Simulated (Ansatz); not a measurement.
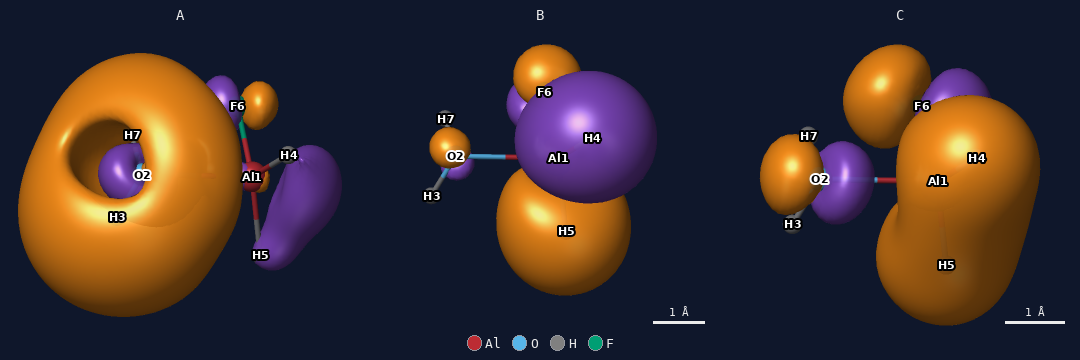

Figure 1: AlFH$_{4}$O. Three frontier orbitals at ±0.08 Å⁻³ᐟ² (orange and purple are the two phases), in no order.

Method: RKS BLYP-D4/def2-SVP (Ansatz).

| atom | x (Å) | y (Å) | z (Å) |
| --- | --- | --- | --- |
| Al | 0.0330 | 0.3990 | -0.1096 |
| O | -0.0162 | 0.0588 | 1.9094 |
| H | -0.8687 | -0.2948 | 2.2388 |
| H | 1.4034 | -0.2291 | -0.6149 |
| H | -1.4106 | -0.1520 | -0.5269 |
| F | 0.0888 | 2.0712 | 0.2866 |
| H | 0.0093 | 1.0053 | 2.1874 |

**Order the three orbitals by energy and name them.**

C is the HOMO−1 (−7.78 eV). It lies mainly on F6 (about 30 %), Al1 (about 30 %), H5 (about 15 %), H4 (about 15 %) and O2 (about 10 %). B is the HOMO (−6.36 eV). It lies mainly on H4 (about 30 %), Al1 (about 30 %), H5 (about 30 %) and F6 (about 10 %). A is the LUMO (−1.01 eV). It lies mainly on H3 (about 35 %), O2 (about 25 %), Al1 (about 20 %) and H7 (about 15 %).

**What is the HOMO–LUMO gap?**

5.35 eV between the orbital energies.
